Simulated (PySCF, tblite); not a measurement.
# CH8ClO2Si3 radical: geometry, infrared bands and EPR parameters

Aim: predict the infrared bands and EPR parameters of CH8ClO2Si3 radical (`[CH2][Si@@H](O[SiH3])O[SiH2]Cl`).

Computed with tblite 0.8.0 and PySCF 2.14.0, with density-fitted response routines of our own, on a single molecule in the gas phase. Atoms count from 0, in the outputs and in this text.

## 1. Starting geometry

15 atoms, charge 0, multiplicity 2; geometry from: force field or distance geometry start.

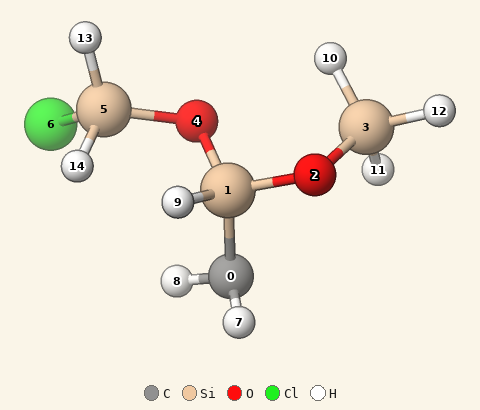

As it starts; carbon grey, silicon light orange, oxygen red, chlorine green, hydrogen white, atoms numbered.

## 2. Relaxing the molecule with GFN2-xTB

What the job is given:

```
{"job": {"kind": "relax", "xc": "GFN2-xTB", "basis": "xTB"}, "charge": 0, "multiplicity": 2}
C     -0.049800    -1.826800     0.983700
Si    -0.080800    -0.605600    -0.456100
O     -1.704000    -0.442400    -0.948300
Si    -2.531500     0.723800     0.014000
O      0.574200     0.859400     0.144500
Si     2.232400     0.950400    -0.304500
Cl     3.353700     1.152200     1.458000
H     -0.260400    -2.819000     0.529700
H      0.971000    -1.806800     1.409900
H      0.722500    -1.135400    -1.564900
H     -1.846200     2.001800    -0.027200
H     -2.635400     0.309400     1.420700
H     -3.901500     0.895200    -0.496500
H      2.522200     2.047800    -1.229100
H      2.629200    -0.295800    -0.955900
```

Launch:

```
> OMP_NUM_THREADS=1 python probes_run.py task.json out
```

One launch serves the whole session: the jobs run in the order shown.

The log of the run:

```text
step      E/eV     max force
  0    -658.82925    3.091
  1    -659.25790    2.159
  2    -659.62984    1.481
  3    -659.73159    0.951
  4    -659.86982    0.941
  5    -659.93901    1.064
  6    -660.09437    1.029
  7    -660.16765    0.657
  8    -660.21443    0.460
  9    -660.25095    0.507
 10    -660.28769    0.609
 11    -660.32951    0.625
 12    -660.37793    0.532
 13    -660.41393    0.332
 14    -660.43052    0.341
 15    -660.44394    0.298
 16    -660.46059    0.343
 17    -660.47737    0.320
 18    -660.49235    0.345
 19    -660.50500    0.267
 20    -660.51556    0.238
 21    -660.52455    0.243
 22    -660.53319    0.257
 23    -660.54098    0.215
 24    -660.54657    0.171
 25    -660.55127    0.163
 26    -660.55634    0.204
 27    -660.56208    0.226
 28    -660.56715    0.176
 29    -660.57102    0.149
 30    -660.57448    0.139
 31    -660.57860    0.189
 32    -660.58268    0.200
 33    -660.58545    0.133
 34    -660.58674    0.065
 35    -660.58739    0.068
 36    -660.58797    0.061
 37    -660.58933    0.068
 38    -660.59062    0.096
 39    -660.59198    0.105
 40    -660.59285    0.076
 41    -660.59342    0.056
 42    -660.59398    0.081
 43    -660.59484    0.117
 44    -660.59607    0.124
 45    -660.59730    0.080
 46    -660.59810    0.069
 47    -660.59855    0.046
 48    -660.59886    0.060
 49    -660.59923    0.059
 50    -660.59987    0.062
 51    -660.60112    0.087
 52    -660.60221    0.070
 53    -660.60269    0.052
 54    -660.60316    0.052
 55    -660.60363    0.063
 56    -660.60427    0.082
 57    -660.60556    0.097
 58    -660.60659    0.084
 59    -660.60763    0.147
 60    -660.60871    0.065
 61    -660.60948    0.159
 62    -660.61090    0.073
 63    -660.61223    0.061
 64    -660.61344    0.102
 65    -660.61391    0.145
 66    -660.61454    0.067
 67    -660.61483    0.050
 68    -660.61515    0.034
 69    -660.61547    0.054
 70    -660.61582    0.083
 71    -660.61629    0.056
 72    -660.61669    0.040
 73    -660.61688    0.037
 74    -660.61705    0.042
 75    -660.61743    0.065
 76    -660.61795    0.070
 77    -660.61855    0.055
 78    -660.61916    0.052
 79    -660.61967    0.053
 80    -660.62005    0.048
 81    -660.62060    0.087
 82    -660.62127    0.064
 83    -660.62350    0.079
 84    -660.62415    0.079
 85    -660.62503    0.050
 86    -660.62581    0.065
 87    -660.62639    0.080
 88    -660.62692    0.048
 89    -660.62715    0.059
 90    -660.62738    0.039
 91    -660.62751    0.051
 92    -660.62787    0.057
 93    -660.62808    0.030
 94    -660.62827    0.023
 95    -660.62836    0.025
 96    -660.62847    0.029
 97    -660.62861    0.029
 98    -660.62874    0.035
 99    -660.62888    0.036
100    -660.62901    0.030
101    -660.62913    0.030
102    -660.62925    0.033
103    -660.62941    0.043
104    -660.62968    0.058
105    -660.63010    0.061
106    -660.63061    0.067
107    -660.63113    0.084
108    -660.63160    0.061
109    -660.63227    0.073
110    -660.63347    0.088
111    -660.63583    0.153
112    -660.63838    0.172
113    -660.63936    0.265
114    -660.64099    0.252
115    -660.63564    0.438
116    -660.64186    0.063
117    -660.64342    0.102
118    -660.64394    0.051
119    -660.64440    0.056
120    -660.64605    0.063
121    -660.64644    0.088
122    -660.64690    0.064
123    -660.64739    0.046
124    -660.64784    0.062
125    -660.64846    0.087
126    -660.64907    0.071
127    -660.64976    0.062
128    -660.65033    0.047
129    -660.65095    0.055
130    -660.65157    0.075
131    -660.65234    0.084
132    -660.65288    0.070
133    -660.65101    0.254
134    -660.65333    0.026
135    -660.65342    0.018
136    -660.65349    0.021
137    -660.65352    0.018
138    -660.65362    0.018
139    -660.65368    0.027
140    -660.65377    0.033
141    -660.65390    0.034
142    -660.65403    0.033
143    -660.65412    0.032
144    -660.65421    0.023
145    -660.65431    0.028
146    -660.65441    0.025
147    -660.65453    0.036
148    -660.65471    0.048
149    -660.65498    0.054
150    -660.65535    0.049
151    -660.65571    0.039
152    -660.65598    0.040
153    -660.65620    0.033
154    -660.65645    0.043
155    -660.65672    0.045
156    -660.65695    0.034
157    -660.65711    0.030
158    -660.65725    0.025
159    -660.65737    0.028
160    -660.65747    0.028
161    -660.65757    0.026
162    -660.65767    0.030
163    -660.65785    0.037
164    -660.65799    0.032
165    -660.65815    0.030
166    -660.65824    0.024
167    -660.65828    0.017
168    -660.65830    0.009
```

It took 2.7 s on 1 thread of AMD EPYC 7R43, shared host.

Along the way: (not every step is listed)

| step | energy from step 0 (eV) | largest force (eV/Å) |
| --- | --- | --- |
| 0 | 0.0000 | 3.0913 |
| 1 | -0.4286 | 2.1594 |
| 2 | -0.8006 | 1.4810 |
| 3 | -0.9023 | 0.9508 |
| 4 | -1.0406 | 0.9412 |
| 5 | -1.1098 | 1.0642 |
| 6 | -1.2651 | 1.0285 |
| 7 | -1.3384 | 0.6569 |
| 8 | -1.3852 | 0.4595 |
| 23 | -1.7117 | 0.2147 |
| 38 | -1.7614 | 0.0956 |
| 53 | -1.7734 | 0.0517 |
| 68 | -1.7859 | 0.0337 |
| 83 | -1.7943 | 0.0786 |
| 98 | -1.7995 | 0.0351 |
| 113 | -1.8101 | 0.2653 |
| 128 | -1.8211 | 0.0470 |
| 143 | -1.8249 | 0.0320 |
| 158 | -1.8280 | 0.0254 |
| 163 | -1.8286 | 0.0365 |
| 164 | -1.8287 | 0.0316 |
| 165 | -1.8289 | 0.0301 |
| 166 | -1.8290 | 0.0240 |
| 167 | -1.8290 | 0.0171 |
| 168 | -1.8291 | 0.0091 |

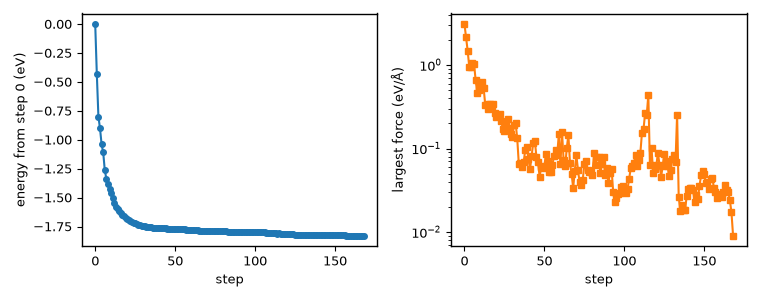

Energy and largest force along the relaxation.

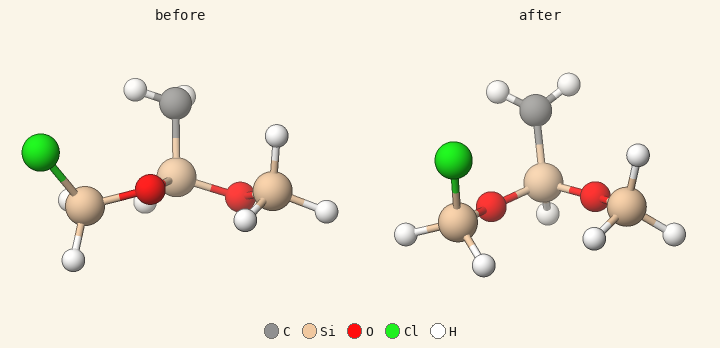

Before and after, at one scale.

Distances of close pairs at the start and the end, largest changes first:

```csv
bond,before (Å),after (Å),change (Å)
O4–Si5,1.720,1.607,-0.113
O2–Si3,1.724,1.621,-0.103
Si5–Cl6,2.099,2.003,-0.095
Si1–O2,1.704,1.619,-0.085
Si1–O4,1.713,1.632,-0.081
C0–Si1,1.888,1.848,-0.040
C0–H7,1.111,1.075,-0.036
C0–H8,1.106,1.076,-0.031
```

The final coordinates are the input of the step that follows.

## 3. Vibrational analysis with GFN2-xTB

What the job is given:

```
{"job": {"kind": "ir", "xc": "GFN2-xTB", "basis": "xTB"}, "charge": 0, "multiplicity": 2}
C      0.147252    -2.277346     0.815652
Si    -0.053870    -1.135703    -0.624025
O     -1.379983    -0.224942    -0.444426
Si    -2.186115     1.066464     0.112445
O      1.263464    -0.176895    -0.724943
Si     2.102107     1.135914    -0.329902
Cl     2.207043     1.294280     1.664266
H     -0.691218    -2.750887     1.294042
H      1.111996    -2.607664     1.157930
H     -0.158716    -1.711231    -1.957952
H     -1.368650     2.267162    -0.066640
H     -2.474383     0.834566     1.527441
H     -3.389240     1.091790    -0.715886
H      1.438782     2.321814    -0.854380
H      3.427116     0.880668    -0.875532
```

The log of the run:

```text
mode    cm-1     km/mol
  1     -35.4      0.12
  2      -2.6      0.93
  3      37.0      1.85
  4      51.0      1.70
  5      70.4      0.69
  6      94.0      3.46
  7     109.7      0.56
  8     176.3      9.38
  9     211.6      0.46
 10     245.1     16.91
 11     300.0     39.18
 12     482.1     10.06
 13     513.8     78.95
 14     525.5     77.80
 15     550.3     47.11
 16     592.9     28.20
 17     599.8     44.51
 18     616.3     39.10
 19     622.7     21.89
 20     656.1     77.78
 21     665.1    156.31
 22     726.0    425.32
 23     756.7     58.03
 24     772.2    569.62
 25     783.2    269.15
 26     797.5     75.62
 27     821.5    307.04
 28     854.2    100.50
 29    1062.4    611.63
 30    1106.3    586.29
 31    1378.0     11.18
 32    2241.1    372.83
 33    2259.4    291.21
 34    2278.6    144.81
 35    2291.6    293.00
 36    2296.9    247.55
 37    2320.8    159.97
 38    3102.0      1.09
 39    3147.5     19.18
```

Wall time 1.1 s (1 thread of AMD EPYC 7R43, shared host).

Which atoms move in the most intense modes:

| cm⁻¹ | km/mol | atoms |
| --- | --- | --- |
| 726 | 425.3 | H14 35 %, H13 30 % |
| 772 | 569.6 | H12 24 %, H11 16 %, H13 15 %, H14 14 % |
| 822 | 307.0 | H12 25 %, H11 23 %, H10 21 %, Si3 12 % |
| 1062 | 611.6 | O4 43 %, O2 33 %, Si1 12 % |
| 1106 | 586.3 | O2 45 %, O4 35 % |
| 2241 | 372.8 | H10 74 %, H11 19 % |
| 2259 | 291.2 | H11 66 %, H12 17 %, H10 13 % |
| 2292 | 293.0 | H13 68 %, H14 25 % |

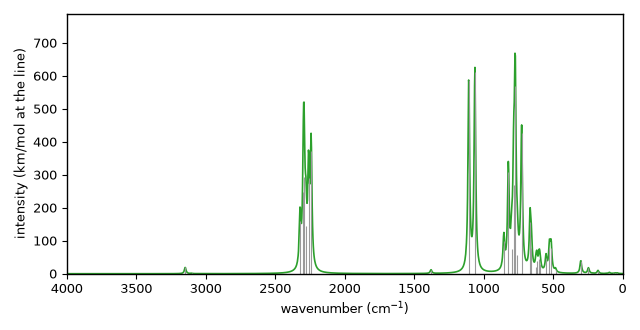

The infrared spectrum from these modes, unscaled. Lines are broadened to a width of 14 cm⁻¹ (Lorentzian).

## 4. EPR parameters: B3LYP/pcH-1

The job, as its differences from that of step 3:

```diff
@@ -1,2 +1,2 @@
-{"job": {"kind": "ir", "xc": "GFN2-xTB", "basis": "xTB"}, "charge": 0, "multiplicity": 2}
+{"job": {"kind": "epr", "basis": "pcH-1"}, "charge": 0, "multiplicity": 2}
 C      0.147252    -2.277346     0.815652
```

Level: UKS B3LYP, pcH-1 on C Cl H O Si, non-relativistic, mean-field spin-orbit, GIAO.

The log of the run:

```text
UKS, coarse grid
  cycle   1  E = -1522.02917892  |g| = 8.50e-01
  cycle   2  E = -1521.53570047  |g| = 1.42e+00
  cycle   3  E = -1522.25458220  |g| = 1.22e-01
  cycle   4  E = -1522.25986838  |g| = 5.29e-02
  cycle   5  E = -1522.26106526  |g| = 7.66e-03
  cycle   6  E = -1522.26108910  |g| = 2.46e-03
  cycle   7  E = -1522.26109041  |g| = 9.74e-04
UKS, final grid
  cycle   1  E = -1522.26105430  |g| = 1.48e-03
  cycle   2  E = -1522.26105279  |g| = 2.62e-03
  cycle   3  E = -1522.26105507  |g| = 1.20e-04
  cycle   4  E = -1522.26105508  |g| = 4.25e-05
  cycle   5  E = -1522.26105508  |g| = 1.54e-05
E = -1522.26105508 Eh   <S^2> = 0.7529 (exact 0.7500)
g shifts (ppm)      1          2          3
  rmc          -124       -124       -124
  gc              6         29         34
  oz_so          24        416        706
  total         -94        321        615
hyperfine (MHz)  atom isotope    a_iso     a_fc   dipolar eigenvalues
    0   13C      83.64      83.76    -76.28    -76.05    152.33
    1  29Si      48.68      48.73     -2.60     -0.09      2.68
    2   17O      -5.65      -5.65     -2.88      1.33      1.55
    3  29Si       0.16       0.16     -0.40      0.09      0.31
    4   17O      -2.86      -2.85     -2.21      1.01      1.20
    5  29Si       0.35       0.35     -0.43      0.19      0.23
    6  35Cl       0.53       0.52     -0.48     -0.45      0.93
    7    1H     -58.02     -58.03    -37.08     -0.89     37.98
    8    1H     -58.23     -58.23    -37.03     -0.93     37.95
    9    1H      41.30      41.30     -3.76     -1.29      5.05
   10    1H      -0.07      -0.07     -0.74     -0.69      1.43
   11    1H       0.06       0.06     -1.23     -1.10      2.33
   12    1H       0.27       0.27     -0.63     -0.55      1.18
   13    1H      -0.13      -0.13     -0.65     -0.60      1.25
   14    1H       0.68       0.68     -0.69     -0.64      1.33
```

Run time: 2.2 min. Hardware: 1 thread of AMD EPYC 7R43, shared host; peak memory 1.1 GiB.

Principal g values 2.00222, 2.00264, 2.00293; g(iso) = 2.00260, against 2.00232 for a free electron.

Mean a(iso) over the nuclei that a row names, and the largest dipolar term of the row (other rows stand at the frozen geometry):

```
       nuclei  isotope  a(iso) (MHz)  a(iso) (G, at g = 2.0023)  largest dipolar term (MHz)
           C0      13C          83.6                       29.8                       152.3
       H7, H8       1H         -58.1                      -20.7                        38.0
          Si1     29Si          48.7                       17.4                         2.7
           H9       1H          41.3                       14.7                         5.1
           O2      17O          -5.7                       -2.0                        -2.9
           O4      17O          -2.9                       -1.0                        -2.2
          H14       1H           0.7                        0.2                         1.3
          Cl6     35Cl           0.5                        0.2                         0.9
          Si5     29Si           0.4                        0.1                        -0.4
          Si3     29Si           0.2                        0.1                        -0.4
          H13       1H          -0.1                        0.0                         1.2
H10, H11, H12       1H           0.1                        0.0                         2.3
```

Mulliken spin populations:

C0 1.05; Si1 0.00; O2 0.00; Si3 0.00; O4 0.00; Si5 0.00; Cl6 0.00; H7 -0.04; H8 -0.04; H9 0.02; H10 0.00; H11 0.00; H12 0.00; H13 0.00; H14 0.00

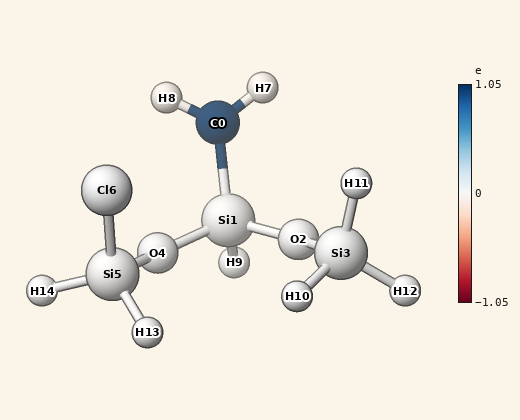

Mulliken spin populations, as colours on the atoms.

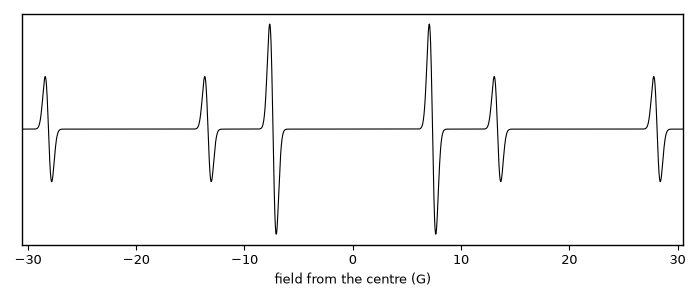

First-order isotropic spectrum (first derivative, main isotopes with spin only, couplings over 0.8 MHz, Gaussian width 0.3 G; couplings of the frozen geometry, rotation of groups not averaged beyond the rows shown).

Orbitals, density, ELF and potential are computed afterwards from the orbital file.

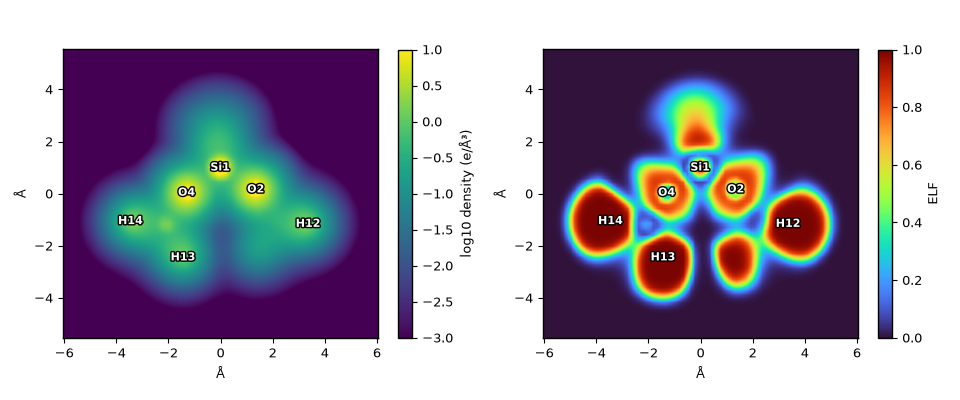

Density (left) and ELF (right) in a plane through or near 6 of the atoms.

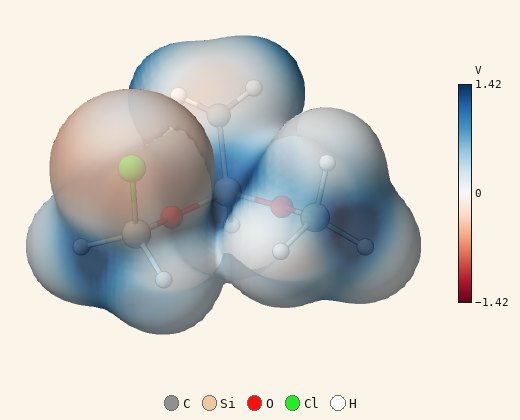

Electrostatic potential on the surface of density 0.002 e/bohr³; red is low, blue high. It runs from -0.57 V near O2 to 1.42 V near H14.

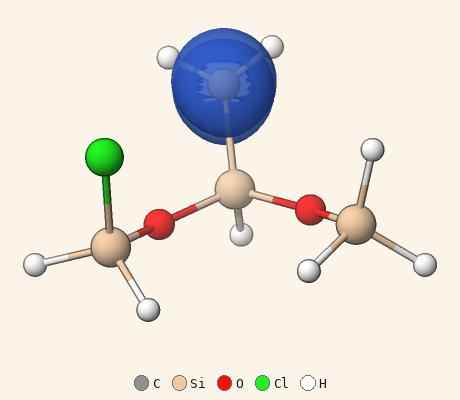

Spin density at ±0.04 e/Å³ (alpha excess blue, beta excess red).

## 5. Results

| quantity | value |
| --- | --- |
| strongest single infrared mode (GFN2-xTB) | 1062 cm⁻¹, 612 km/mol |
| zero-point energy (GFN2-xTB) | 51.6 kcal/mol |
| g(iso) (B3LYP) | 2.00260 |
| ⟨S²⟩ | 0.753 (exact 0.75) |
| largest a(iso) (averaged by class) | 13C on C0, 83.6 MHz |
| potential on the surface of density 0.002 e/bohr³, 1st and 99th percentile | -0.57 V and 1.42 V |

Relaxing lowered the energy by 1.829 eV in 168 steps; the close pair that moved most is O4–Si5, from 1.720 to 1.607 Å. The frame itself reshapes: Si1···Si5 goes from 2.79 to 3.15 Å. The lowest mode is imaginary (35i cm⁻¹), so the xTB geometry is not a minimum: the zero-point energy counts the real modes alone, and all values at this geometry belong to a saddle point. The strongest single mode, at 1062 cm⁻¹, moves mainly O4 and O2. GFN2-xTB is a fitted tight-binding method: band positions and strengths are rough. Its intensities can rank the bands wrongly. C0 carries the largest spin population, 1.05 e. The isotropic g lies 0.3 ppt above the free-electron value. These values are for one conformer; the search (at its own cheap level) found 2 more, at 0.32, 0.53 kcal/mol, and measured spectra average over such forms.
